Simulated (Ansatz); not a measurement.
## Electronic structure of Cl3H2NOSi (SMILES NO[Si](Cl)(Cl)Cl) in real space

Input

```
crystal:
  periodic: [false, false, false]
  atoms:
    - symbol: Cl
      position_ang: [-0.627815, 2.679394, -1.978981]
    - symbol: Cl
      position_ang: [1.109630, 1.007004, 0.335034]
    - symbol: Cl
      position_ang: [-1.636891, 2.681259, 1.207380]
    - symbol: "N"
      position_ang: [-1.827500, -0.573865, 0.486886]
    - symbol: O
      position_ang: [-1.689869, 0.266726, -0.691396]
    - symbol: Si
      position_ang: [-0.758377, 1.574543, -0.269024]
    - symbol: H
      position_ang: [-1.500532, -1.486676, 0.157105]
    - symbol: H
      position_ang: [-2.842611, -0.669161, 0.583616]
basis:
  gaussian:
    orbitals: def2-SVPD
output: {forces: true, orbitals: {seedname: orbitals}}
hamiltonian:
  xc: {name: PBE0}
```

Command:

```sh
ansatz run input.yaml --threads 2 --pin off --max-ram 4350MiB --events-out events.jsonl --progress --plain --runs-dir runs
```

Geometry: r2SCAN-D4/def2-SVP.

The calculation used isolated molecule in a Gaussian basis; Kohn-Sham density functional theory, functional PBE0 in Ansatz 0.2.0.

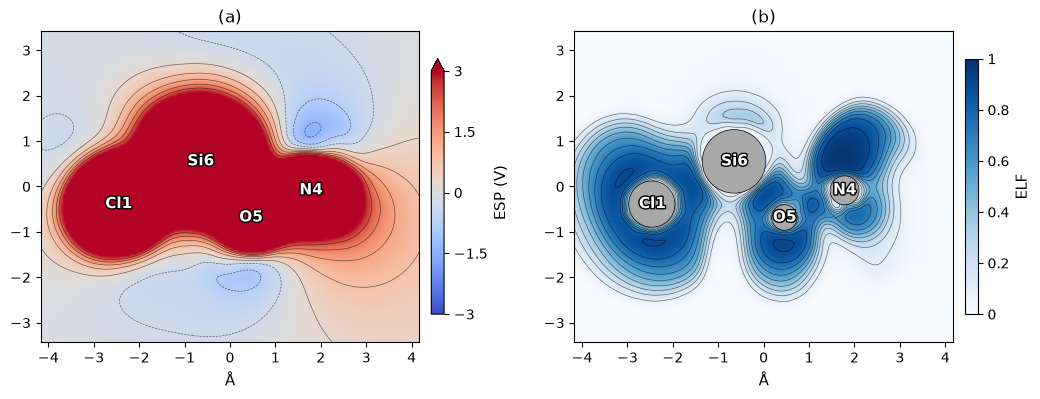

Figure 1. (a) electrostatic potential; (b) electron localisation function on the plane of atoms Cl1, Si6 and O5. Grey discs cover the atomic cores in the ELF map.

Question: Describe what can be read from this map.

Answer:
- The section cuts through Cl, N, O and Si sites.
- N–O (1.45 Å): the ELF peaks at about 0.85 between the atoms; a shared electron pair.
- Si–O (1.66 Å): the ELF peaks at about 0.90 between the atoms; a polar covalent bond.
- Si–Cl (2.04 Å): the ELF peaks at about 0.90 between the atoms, as expected for a polar covalent bond.
- The ELF also peaks beside O5, Cl1 and N4, away from the bonds: lone-pair regions.
- Outside the dense part of the molecule the potential is most negative (−1.5 V) near N4.

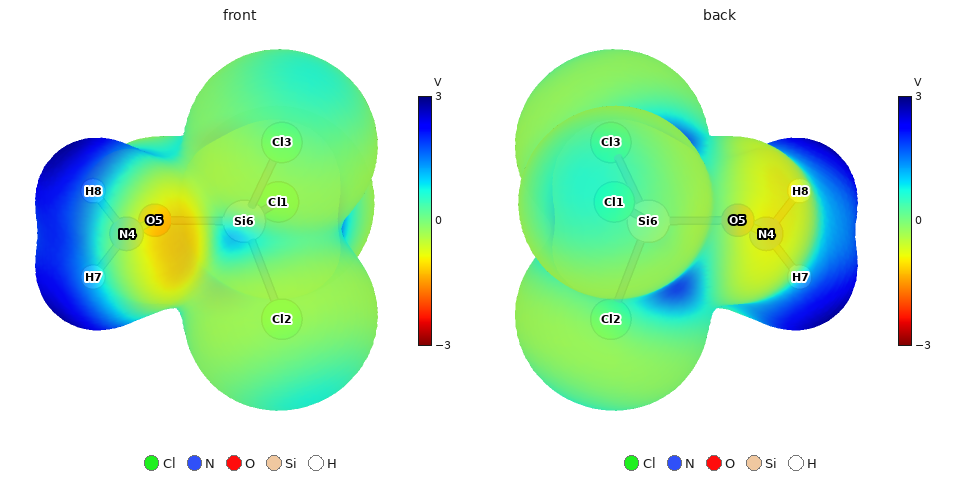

Figure 2. The electrostatic potential painted on the density surface at 0.004 e/bohr³, seen from the front and from behind; the colour scale runs from red (negative) to blue (positive).

Question: Where is the surface potential most negative and most positive?

Answer: The most negative region (about −1.2 V) lies over N4, the most positive (about +2.8 V) over H7 and H8. Cl1 shows a σ-hole: about +0.7 V at the tip opposite its bond, against about −0.3 V on its flanks. Cl2 shows a σ-hole: about +0.7 V at the tip opposite its bond, against about −0.2 V on its flanks. Cl3 shows a σ-hole: about +0.7 V at the tip opposite its bond, against about −0.2 V on its flanks. N4 is the likeliest acceptor of a hydrogen bond.

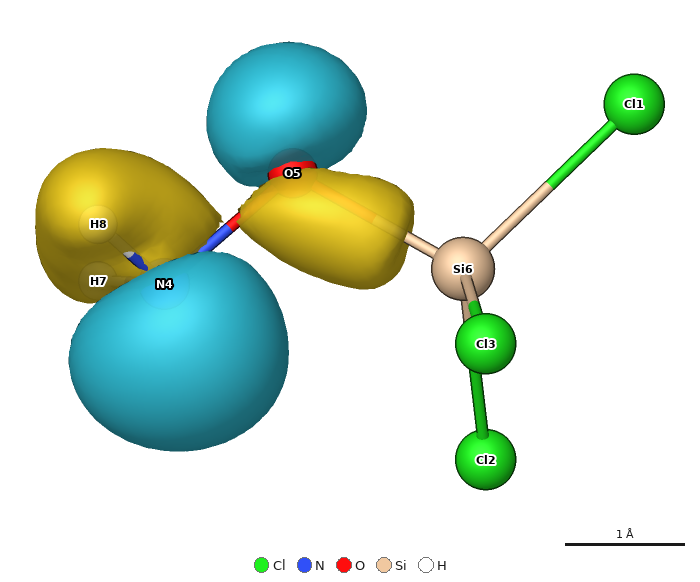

Figure 3. One frontier orbital at ±0.15 Å⁻³ᐟ² (yellow and cyan are the two phases), seen from one side.

Question: Which orbital is it: HOMO or LUMO?

Answer: The HOMO, at −8.39 eV. Its weight (Hirshfeld) is mainly on N4 (about 60 %) and O5 (about 25 %).
